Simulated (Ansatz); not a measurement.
System: H5SbSi (SbH2(SiH3)).

```xyz
7

Sb    0.6149    1.1158    1.1485
H     2.0105    1.0410    0.1633
H    -0.0919    2.2755    0.1103
Si   -0.4687   -0.8106   -0.1798
H    -0.4758   -0.5835   -1.6464
H    -1.8679   -0.9785    0.2893
H     0.2790   -2.0597    0.1147
```

Geometry: r2SCAN-D4/def2-TZVP; core potentials replace the inner electrons of Sb.

These are results of Ansatz, RKS PBE0-D4/def2-TZVP, not measurements.

### What can the converged electron density and electron localisation function tell about the bonding?

Si–Sb (2.58 Å): ρ is about 0.52 e/Å³ halfway; the ELF peaks at about 0.95 between the atoms; localised, covalent bonding.
Si–H (1.49 Å): ρ at the midpoint is about 0.8 e/Å³; the ELF climbs to about 1 towards the hydrogen, as it does in any bond to H.
Sb–H (1.71 Å): ρ is about 1.1 e/Å³ halfway; the ELF climbs to about 1 towards the hydrogen.

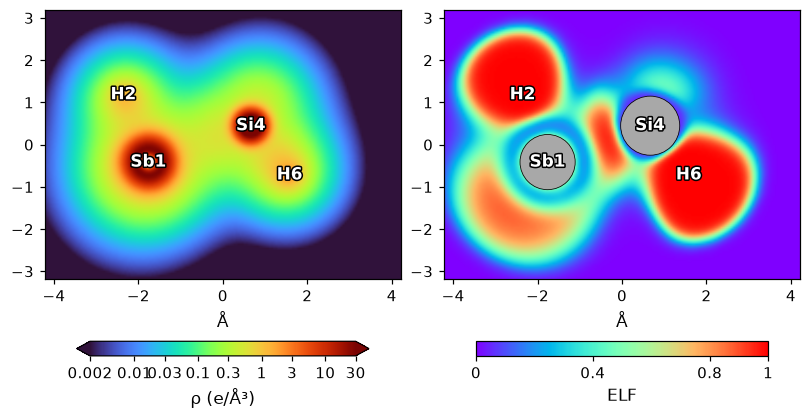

Computed electron density and electron localisation function on the plane of atoms Sb1, Si4 and H6, in this order. Grey discs cover the atomic cores in the ELF map. 
